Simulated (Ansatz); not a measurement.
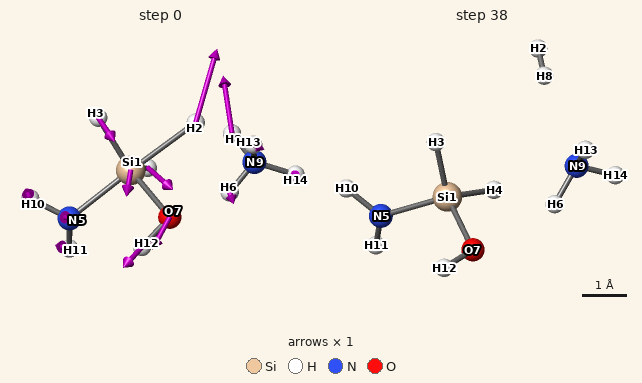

The structure of SiN2H10O (started from a transition state, displaced along its imaginary mode) before (left) and after (right) a relaxation, at one scale. The purple arrows give the displacements, at their true length.

A ball-and-stick model, seen at a tilt.

The calculation used RKS PBE0-D4/def2-TZVP (Ansatz 0.2.0). (force threshold 0.005 eV/Å; at most 200 steps)

Question: Summarise the run.

Answer: After 37 accepted moves (38 points after the start) the energy has fallen by 204.2 kJ/mol. Largest force component: 8.3 eV/Å at the start, 0.0049 eV/Å at the end. The line search rejected the trial step at point 3 of the run. H2 moves most after the best rigid fit: 1.78 Å. Largest moves by element: H 1.78 Å, O 0.88 Å, Si 0.67 Å, N 0.45 Å. Among the contacts that change: Si1–H2 1.857 → 3.983 Å, H8–N9 1.136 → 2.603 Å, H2–H8 1.176 → 0.750 Å, H6–N9 0.895 → 1.014 Å. New bonds form, among them: H2–H8 (1.18 → 0.75 Å). Bonds break, among them: H8–N9 (1.14 → 2.60 Å). Among the angles between lasting bonds that change: N5–Si1–O7 91.7° → 110.7°, H4–Si1–O7 116.9° → 103.2°, H3–Si1–O7 123.4° → 112.3°.
